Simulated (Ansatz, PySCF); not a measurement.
GeH4 (SMILES [GeH4]) and CH6Si (SMILES C[SiH3]) are pulled apart as rigid monomers along the line of their centres of mass, from the B3LYP-D3(BJ)/def2-TZVP minimum. Starting geometry (charge 0, multiplicity 1):
```xyz
13

Ge     0.187    -0.150     0.205
H      0.703    -1.195     1.205
H      0.869    -0.358    -1.155
H      0.497     1.258     0.732
H     -1.333    -0.312     0.045
C     -1.280     0.331     3.910
Si     0.471    -0.069     4.452
H     -1.443     1.410     3.885
H     -2.006    -0.104     4.600
H     -1.488    -0.065     2.914
H      1.461     0.586     3.565
H      0.708    -1.533     4.416
H      0.701     0.407     5.838
```

Interaction energies with rigid monomers; basis-set methods are counterpoise corrected unless marked otherwise.

Rows in 6-31G* carry no dispersion term and start afresh at each structure (6-31G* with six Cartesian d functions); the Pople sets are all-electron and without relativity.

The values were computed with Ansatz (Gaussian basis) for Hartree–Fock, density functionals and correlated methods; PySCF for 6-31G* rows, the dispersion terms. Values without a source in brackets are computed.

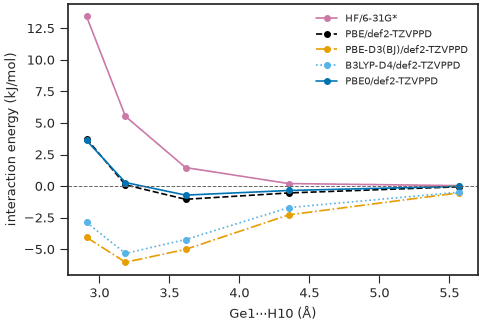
Fig. 1. Interaction energy against separation

### Question
Which level binds most strongly at Ge1···H10 = 3.19, and by how much?

### Answer
PBE-D3(BJ)/def2-TZVPPD, -6 kJ/mol.

Ansatz is an electronic-structure program.
